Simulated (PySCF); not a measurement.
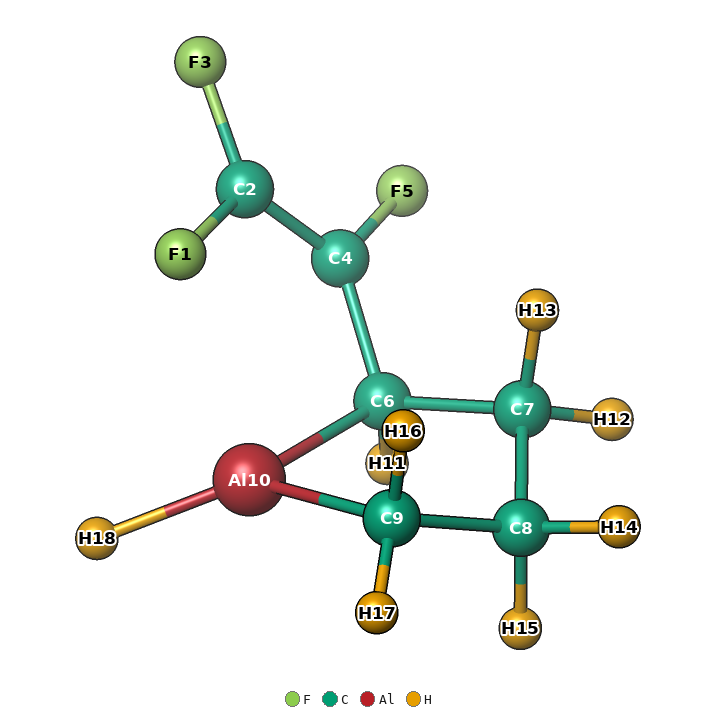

Atoms fade into the background with distance from the viewer. The geometry was computed by an optimisation with PBE0-D3(BJ)/def2-SVP. No frequency run is at hand to confirm it as a minimum.

How is the 5-membered ring C6–C7–C8–C9–Al10 puckered?

It is an envelope, with C8 as the flap. The Cremer–Pople amplitude Q is 0.45 Å.

Give the torsion angles round the ring, beginning with the bond from its second to its third atom.

−52°, 44°, −23°, −2°, 28°.
